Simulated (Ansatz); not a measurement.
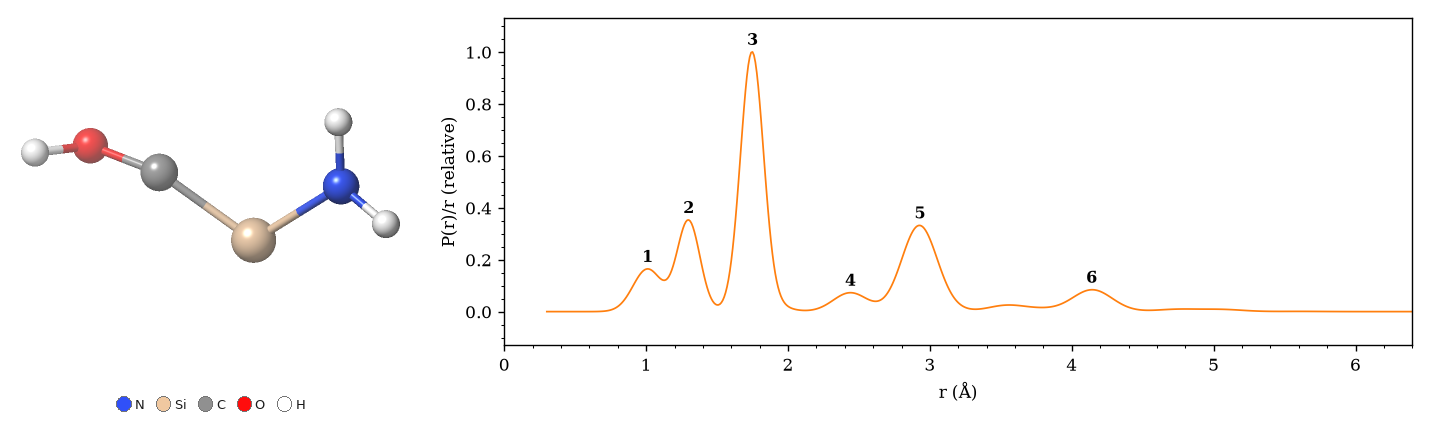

Simulated gas electron diffraction: radial distribution curve of CH3NOSi. Each pair of atoms contributes with weight ZᵢZⱼ/r; damping constant 0.002 Å²; vibrational amplitudes assumed, not computed: 0.05 Å for bonds, 0.078 Å for bonds to H, 0.06 + 0.015 r up to 0.15 Å for other pairs. The geometry is the end point of an optimisation (Ansatz 0.2.0, RKS PBE-D4/def2-SVP); it may be a saddle point or a higher isomer. SMILES: N[Si]#CO.

Read the positions of the numbered peaks and name the main pairs (– for bonds).

Peak 1, 1.01 Å: O–H 0.99 Å, N–H 1.02 Å (×2)
Peak 2, 1.30 Å: O–C 1.30 Å
Peak 3, 1.75 Å: Si–C 1.74 Å, Si–N 1.75 Å
Peak 4, 2.44 Å: Si···H 2.41–2.47 Å (×2), not resolved
Peak 5, 2.93 Å: N···C 2.89 Å, Si···O 2.94 Å
Peak 6, 4.14 Å: O···N 4.14 Å, O···H 4.22 Å, not resolved
